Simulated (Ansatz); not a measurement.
Consider SrO in the rock salt structure (space group Fm-3m, No. 225; a = 5.1224 Å).

Structures relaxed with PBEsol in Ansatz (plane waves to 420 eV, PAW, scalar-relativistic without spin-orbit coupling).

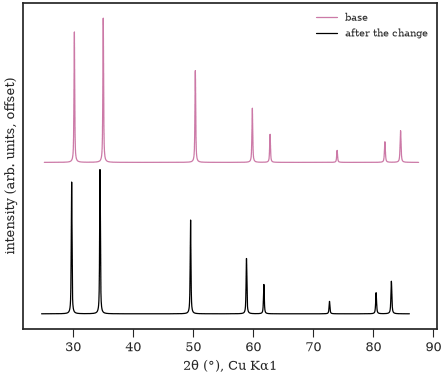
Simulated powder patterns before (top) and after one change

Question: Which change produced these results?
(A) isotropic strain −2.50 %
(B) isotropic strain +1.50 %
(C) isotropic strain +2.00 %
(D) isotropic strain −2.00 %

Answer: B, isotropic strain +1.50 %. Its volume per atom is 17.57 Å³ against 16.80 Å³, and its space group is Fm-3m (No. 225).

Stability against distortions was not tested.

Ansatz is an electronic-structure program.
